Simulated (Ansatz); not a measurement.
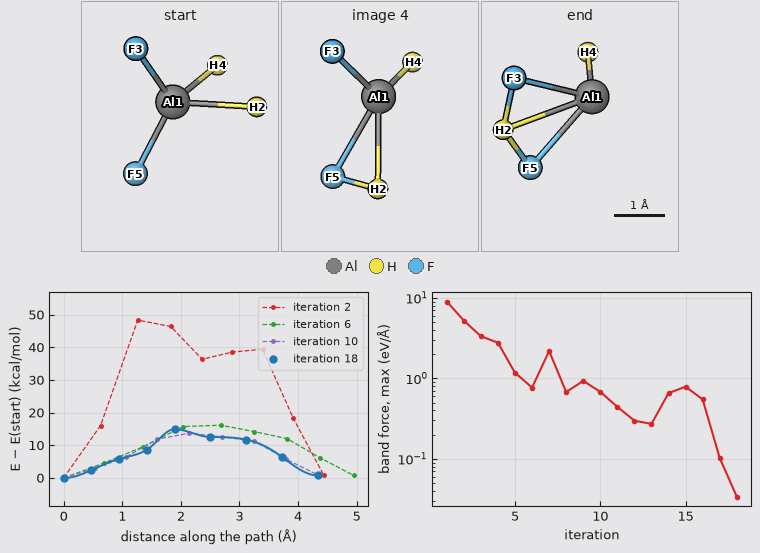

A nudged-elastic-band calculation for AlH$_{2}$F$_{2}$ (multiplicity 2). Images are numbered from 0 (start) to 8 (end). The plot follows the band through its iterations. The picture is a ball-and-stick view, seen at a tilt.

Computed with Ansatz 0.2.0, UKS LDA/cc-pVDZ.

Input
```yaml
crystal:
  periodic: [false, false, false]
  atoms:
    - { symbol: Al, position_ang: [0.080127, 0.234035, 0.663386] }
    - { symbol: H, position_ang: [0.487675, -1.379986, 0.989098] }
    - { symbol: F, position_ang: [1.013664, 0.961366, -0.529241] }
    - { symbol: H, position_ang: [-1.020447, -0.92397, 0.094737] }
    - { symbol: F, position_ang: [-0.44852, 1.108555, 1.99702] }
magnetization:
  spin_polarized: true
  initial_magnetization: 1
basis:
  gaussian: { orbitals: cc-pVDZ }
hamiltonian:
  xc: lda
neb:
  order_check: false
  images: 7
  f_tol: 0.05
  max_iterations: 60
  final_atoms:
    - { symbol: Al, position_ang: [-0.07242969, -0.94347209, 0.6435409] }
    - { symbol: H, position_ang: [0.65515379, 0.8571117, 0.9585809] }
    - { symbol: F, position_ang: [1.04966398, 0.41596586, -0.05354125] }
    - { symbol: H, position_ang: [-1.47553394, -0.85737772, -0.17261961] }
    - { symbol: F, position_ang: [-0.04435515, 0.52777224, 1.83903906] }
  initial_path:
    images:
      - { positions_ang: [[0.080127, 0.234035, 0.663386], [0.487675, -1.379986, 0.989098], [1.013664, 0.961366, -0.529241], [-1.020447, -0.92397, 0.094737], [-0.44852, 1.108555, 1.99702]] }
      - { positions_ang: [[0.06717008, 0.14163836, 0.5010581], [0.35745771, -0.98445512, 1.18963119], [1.0354249, 0.90120182, -0.63996527], [-0.992503, -0.99723909, -0.08076228], [-0.3550507, 0.93885403, 2.24503826]] }
      - { positions_ang: [[0.05421316, 0.04924173, 0.33873021], [0.22724042, -0.58892424, 1.39016438], [1.05718581, 0.84103764, -0.75068954], [-0.96455899, -1.07050819, -0.25626156], [-0.2615814, 0.76915307, 2.49305652]] }
      - { positions_ang: [[0.04125624, -0.04315491, 0.17640231], [0.09702313, -0.19339337, 1.59069756], [1.07894671, 0.78087346, -0.86141382], [-0.93661499, -1.14377728, -0.43176084], [-0.1681121, 0.5994521, 2.74107478]] }
      - { positions_ang: [[0.02829932, -0.13555155, 0.01407441], [-0.03319416, 0.20213751, 1.79123075], [1.10070762, 0.72070928, -0.97213809], [-0.90867098, -1.21704637, -0.60726011], [-0.0746428, 0.42975113, 2.98909303]] }
      - { positions_ang: [[0.00311707, -0.33753168, 0.17144104], [0.13889283, 0.36588106, 1.58306829], [1.08794671, 0.64452342, -0.74248888], [-1.05038672, -1.12712921, -0.49859999], [-0.06707089, 0.45425641, 2.70157954]] }
      - { positions_ang: [[-0.02206518, -0.53951182, 0.32880766], [0.31097982, 0.52962461, 1.37490582], [1.0751858, 0.56833757, -0.51283967], [-1.19210246, -1.03721204, -0.38993986], [-0.05949897, 0.47876169, 2.41406605]] }
      - { positions_ang: [[-0.04724744, -0.74149195, 0.48617428], [0.48306681, 0.69336816, 1.16674336], [1.06242489, 0.49215171, -0.28319046], [-1.3338182, -0.94729488, -0.28127974], [-0.05192706, 0.50326696, 2.12655256]] }
      - { positions_ang: [[-0.07242969, -0.94347209, 0.6435409], [0.65515379, 0.8571117, 0.9585809], [1.04966398, 0.41596586, -0.05354125], [-1.47553394, -0.85737772, -0.17261961], [-0.04435515, 0.52777224, 1.83903906]] }
```

Run as
```bash
ansatz run input.yaml --threads 1 --pin off --max-ram 2048MiB --backend cpu --events-out ev --progress --plain --runs-dir out
```

Judge this run.

The result is final at these settings. The band converged in 18 iterations. The largest component of the band force went from 9 to 0.034 eV/Å. The climbing image converged on the top of the path. Its vibrational analysis gives one imaginary mode (592i cm⁻¹), as a transition state must have. The first iteration put the highest image at 84.8 kcal/mol. The energy climbs by 14.9 kcal/mol to image 4 and then falls by 14.2 kcal/mol, so the end point sits at +0.8 kcal/mol.
